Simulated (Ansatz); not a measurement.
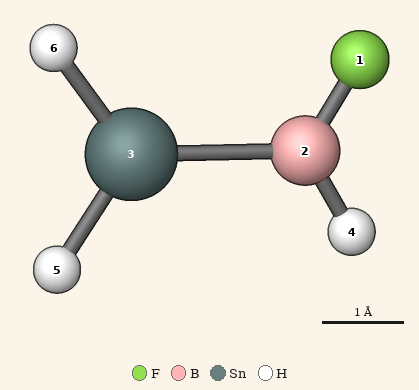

Fig. 1: The structure (ball-and-stick view, seen at a tilt; atoms are numbered from 1 in the order of the input). Sticks mark near contacts. Bond lengths as drawn: B–F 1.32 Å, B–H 1.21 Å, B–Sn 2.20 Å and H–Sn 1.71 Å.

# SnBH3F: phonon calculation

- system: SnBH3F, multiplicity 2, SMILES F[BH][SnH2]
- method: UKS PBE0/def2-SVP (Ansatz 0.2.0)

It belongs to a series of runs on one base structure; here: vibrations at the highest image of the band. Figures and captions count atoms from 1; the log counts them from 0 in places.

### The input
```yaml
crystal:
  periodic: [false, false, false]
  atoms:
    - { symbol: F, position_ang: [-1.466893, -1.420982, 0.800637] }
    - { symbol: B, position_ang: [-0.715424, -0.955448, -0.18224] }
    - { symbol: Sn, position_ang: [0.590174, 0.78421, 0.14294] }
    - { symbol: H, position_ang: [-0.753598, -1.496969, -1.263821] }
    - { symbol: H, position_ang: [1.579075, 1.424292, -1.092626] }
    - { symbol: H, position_ang: [0.766656, 1.664896, 1.59511] }
magnetization:
  spin_polarized: true
  initial_magnetization: 1
basis:
  gaussian: { orbitals: def2-SVP }
hamiltonian:
  xc: pbe0
phonons: {}
```

Hardware: 1 thread of Intel Xeon (Sapphire Rapids), 64 GiB of memory available, shared host.

Run as:
```bash
ansatz run input.yaml --threads 1 --pin off --max-ram 2048MiB --backend cpu --events-out ev --progress --plain --runs-dir out
```

### What the program printed
```
Engine: ansatz 0.2.0, x86_64-unknown-linux-gnu
Functional definition: PBE0
  parameter a = 0.25
  parameter kappa = 0.804
  parameter beta = 0.06672455060314922
  exchange = (1 - a)*pbe_x(kappa = kappa, mu = beta*pi^2/3) + a*exact_x
  correlation = pbe_c(beta = beta)
840 factors; integrals over basis functions are off by at most 3.4e-4 eV
mean field evaluation 1: about -9265.1274 eV, gradient 1.8e1 eV
mean field evaluation 2: about -9264.1027 eV, gradient 2.6e1 eV
mean field evaluation 4: about -9266.7976 eV, gradient 1.3e0 eV
mean field evaluation 8: about -9266.8410 eV, gradient 5.0e-2 eV
mean field evaluation 16: about -9266.8411 eV, gradient 5.3e-5 eV
mean field -9266.84105425 eV, -340.5501274534 hartree, gradient 5.3e-5 eV, S^2 0.753542; 0 other end points of the search recorded, 0 dependent functions left out
the calculation of the forces begins
reference -9266.84108311 eV, -340.5501285138 hartree; 20, 19 occupied and 49, 50 virtual orbitals, 840 factors
these checks for a lower state are left out or cut short: stability, starts, cluster_reference, orbital_swaps, neighbouring_geometries, increment
840 factors; integrals over basis functions are off by at most 3.4e-4 eV
mean field -9266.84101014 eV, -340.5501258323 hartree, gradient 2.0e-6 eV, S^2 0.753544; 0 other end points of the search recorded, 0 dependent functions left out
[... from here on the field's lines of each further geometry are left out, up to the last ...]
the calculation of the forces begins
reference -9266.84105028 eV, -340.5501273072 hartree; 20, 19 occupied and 49, 50 virtual orbitals, 840 factors
these checks for a lower state are left out or cut short: stability, starts, cluster_reference, orbital_swaps, neighbouring_geometries, increment
840 factors; integrals over basis functions are off by at most 3.4e-4 eV
mean field -9266.84102283 eV, -340.5501262987 hartree, gradient 2.7e-6 eV, S^2 0.753539; 0 other end points of the search recorded, 0 dependent functions left out
the calculation of the forces begins
reference -9266.84105169 eV, -340.5501273591 hartree; 20, 19 occupied and 49, 50 virtual orbitals, 840 factors
WARN: phonons: modes at or below zero, which the zero-point energy, F, S and C_V leave out: 1, the lowest at -177.13 cm⁻¹. A minimum has none, and a first-order saddle one
Total energy: -9266.84108311 eV, -340.5501285138 hartree
Atom 0 at    -1.466893    -1.420982     0.800637 Å, force     0.001116    -0.000373    -0.002686 eV/Å
Atom 1 at    -0.715424    -0.955448    -0.182240 Å, force    -0.000223     0.002856     0.003874 eV/Å
Atom 2 at     0.590174     0.784210     0.142940 Å, force    -0.000657    -0.000700     0.000951 eV/Å
Atom 3 at    -0.753598    -1.496969    -1.263821 Å, force    -0.001673    -0.003259    -0.001490 eV/Å
Atom 4 at     1.579075     1.424292    -1.092626 Å, force     0.001179     0.001289    -0.000338 eV/Å
Atom 5 at     0.766656     1.664896     1.595110 Å, force     0.000259     0.000188    -0.000311 eV/Å
Dipole moment:     0.095624     0.082966    -0.073174 e Å
Vibrations: -177.13 200.17 244.14 359.68 562.44 694.78 706.86 1075.96 1300.20 1939.53 1953.04 2627.40 cm⁻¹, zero-point energy 0.723087 eV
```

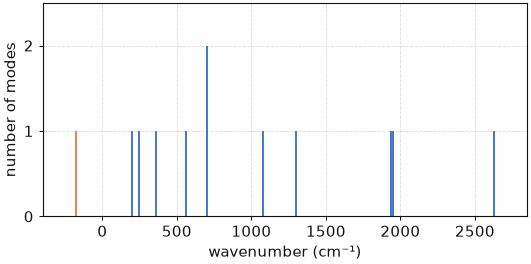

Fig. 2: Harmonic vibrational wavenumbers from the force constants; neighbouring modes closer than 13 cm⁻¹ are counted in one stick, and imaginary ones are drawn at negative wavenumbers. 12 modes from 177i to 2627 cm⁻¹, 1 imaginary beyond 8i (177i cm⁻¹): a first-order saddle point, if the geometry is stationary.

### Key numbers

```tsv
quantity	value
outcome	converged
total energy	−9266.8411 eV
mean-field energy	−9266.8411 eV
⟨S²⟩	0.754
largest force (length of the vector)	0.005 eV/Å
wall time	83 s
peak memory	0.19 GiB
```
